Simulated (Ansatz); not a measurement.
# CH3AlBF: the cost of one run

Program: Ansatz 0.2.0. Level of theory: RKS B3LYP-D4/def2-SVP. These are calculated values, not measurements.

## 1. The starting structure

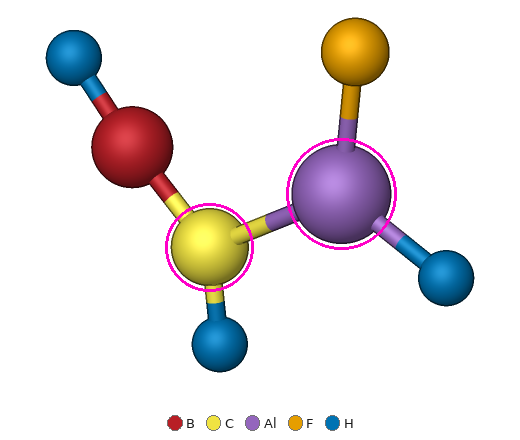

The starting structure, seen from a free direction (boron red, carbon yellow, aluminium purple, fluorine amber, hydrogen blue). Ringed: C2, Al3.

Structure file:

```xyz
7

B    -1.1532    1.1079   -0.1483
C     0.0266    0.8277    0.5014
Al    0.6784   -0.9354   -0.0775
F    -0.0693   -1.9133   -1.1812
H    -2.1254    1.2374   -0.7461
H     0.6877    1.2795    1.2230
H     1.9551   -1.6039    0.4286
```

## 2. Relaxing end A

input.yaml reads:

```yaml
crystal:
  periodic: [false, false, false]
  atoms:
    - { symbol: B, position_ang: [-1.1532, 1.10791, -0.14827] }
    - { symbol: C, position_ang: [0.02656, 0.8277, 0.50142] }
    - { symbol: Al, position_ang: [0.67841, -0.93535, -0.07754] }
    - { symbol: F, position_ang: [-0.06932, -1.91329, -1.18117] }
    - { symbol: H, position_ang: [-2.12536, 1.23743, -0.7461] }
    - { symbol: H, position_ang: [0.68775, 1.27949, 1.22304] }
    - { symbol: H, position_ang: [1.95515, -1.6039, 0.42863] }
basis:
  gaussian: { orbitals: def2-SVP }
hamiltonian:
  xc: b3lyp
  dispersion: d4
relax:
  f_tol: 0.015
  max_steps: 40
```

On the command line:

```bash
> ansatz run input.yaml --threads 1 --pin off --max-ram 2048MiB --backend cpu --events-out ev --progress --plain --runs-dir out
```

**Question.** How long does this run take on 1 thread of AMD EPYC 7R43 (Zen 3), shared host, and how much memory does it need?

About 19 s, with a peak of 0.18 GiB.
